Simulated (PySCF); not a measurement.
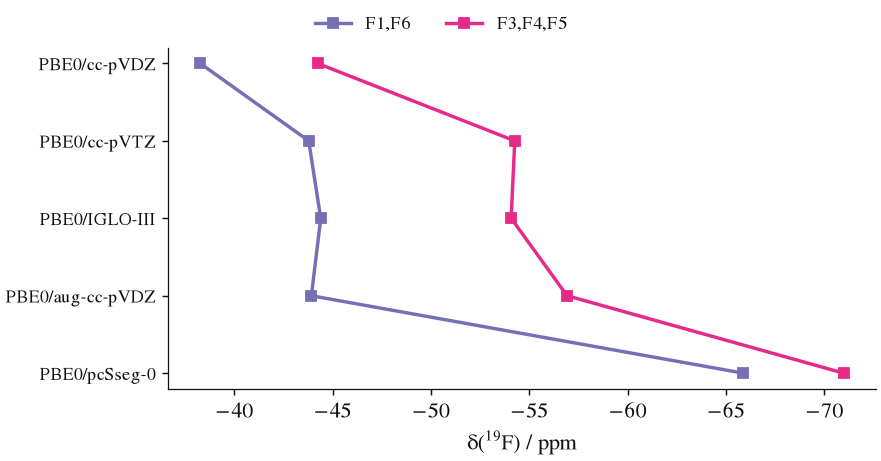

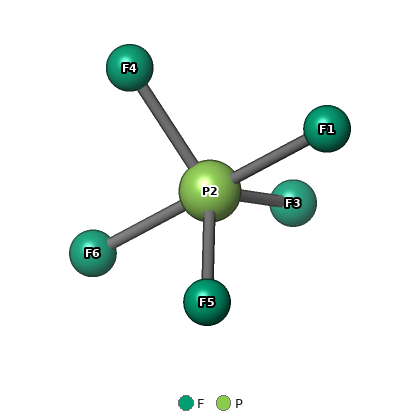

GIAO ¹⁹F shifts of PF₅, SMILES F[P](F)(F)(F)F at several levels, one geometry, PySCF, at a PBE0-D3(BJ)/def2-SVP geometry (no frequency check); values of one conformer, averaged over methyl-type rotors and exact or near symmetry; each against CFCl₃ at the same level (¹⁹F: this reference is a hard case for the method, so all values can be off together by tens of ppm, and differences between signals are safer).

Question: How much does each signal move over these levels?

Answer:
```tsv
atoms	lowest	highest	spread (ppm)
F1, F6	−65.9	−38.3	27.6
F3, F4, F5	−71.0	−44.2	26.7
```

Question: Do all levels give the signals in the same order?

Answer: Yes, the order of the signals is the same at every level.
